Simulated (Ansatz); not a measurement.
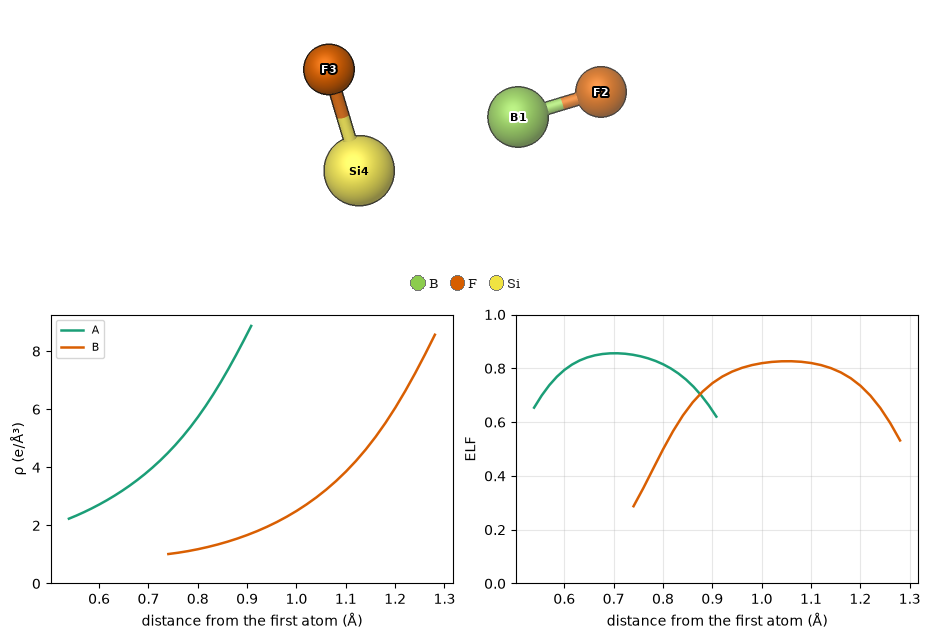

Figure 1: BF$_{2}$Si (charge +1). Electron density and ELF along straight lines between neighbouring atoms. The curves leave out the atomic cores. The structure is drawn too.

Geometry: PBE0-D3(BJ)/def2-SVP.

The calculation used isolated molecule in a Gaussian basis; Kohn-Sham density functional theory, functional PBE0 in Ansatz 0.2.0.

The calculation's input:

```
crystal:
  periodic: [false, false, false]
  atoms:
    - symbol: B
      position_ang: [0.403988, 0.431186, 0.635134]
    - symbol: F
      position_ang: [1.154235, 0.179447, 1.578665]
    - symbol: F
      position_ang: [-0.134090, 0.190777, -2.162572]
    - symbol: Si
      position_ang: [-1.097204, 0.957410, -1.139407]
basis:
  gaussian: {orbitals: def2-TZVPD}
total_charge: 1
output: {forces: true, orbitals: {seedname: orbitals}}
hamiltonian: {xc: {name: PBE0}}
```

Command:

```sh
ansatz run input.yaml --threads 1 --pin off --max-ram 2610MiB --events-out events.jsonl --progress --plain --runs-dir runs
```

> Which curve belongs to which contact (B–F and Si–F)? The first atom named is at distance zero.

Curve A: B–F (1.23 Å): ρ at the midpoint is about 2.9 e/Å³; the ELF peaks at about 0.85 between the atoms (a short, strongly polar bond). Curve B: Si–F (1.60 Å): ρ is about 1.2 e/Å³ halfway; the ELF peaks at about 0.85 in the valence shell of F, 0.5 Å from its nucleus, and is about 0.50 at the midpoint.
